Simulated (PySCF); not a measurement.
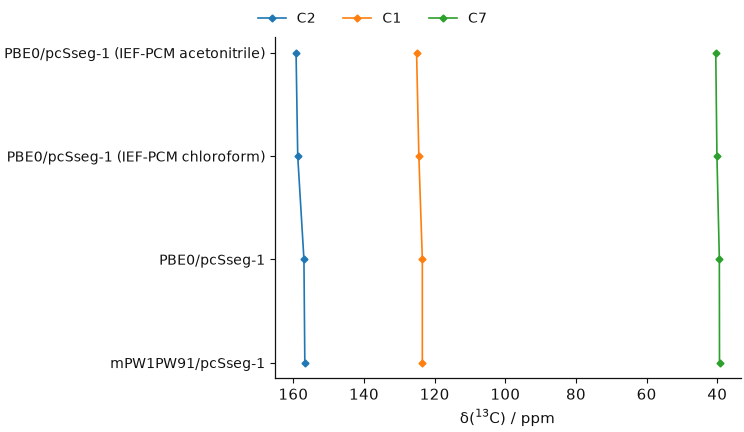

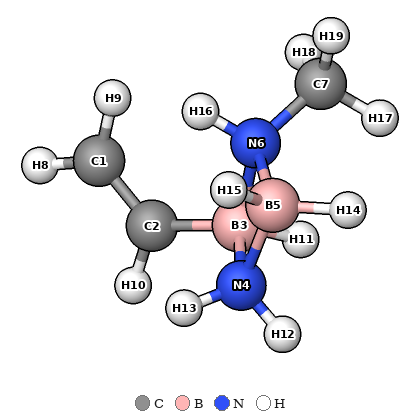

GIAO ¹³C shifts of C₃H₁₂B₂N₂, SMILES C=C[B@@H-]1[NH2+][BH2-][N@H+]1C at several levels, one geometry, PySCF 2.14.0, at a PBE0-D3(BJ)/def2-SVP geometry (no frequency check); values of one conformer, averaged over methyl-type rotors and exact or near symmetry; other conformers aren't averaged in; each against TMS at the same level.

> Which of the plotted signals depends most on the level, and by how much?

That of C2: from 156.8 ppm (mPW1PW91/pcSseg-1) to 159.2 ppm (PBE0/pcSseg-1 (IEF-PCM acetonitrile)), a spread of 2.5 ppm. The steadiest, C7, moves by 1.1 ppm.

> Do all levels give the signals in the same order?

Yes, the order of the signals is the same at every level.
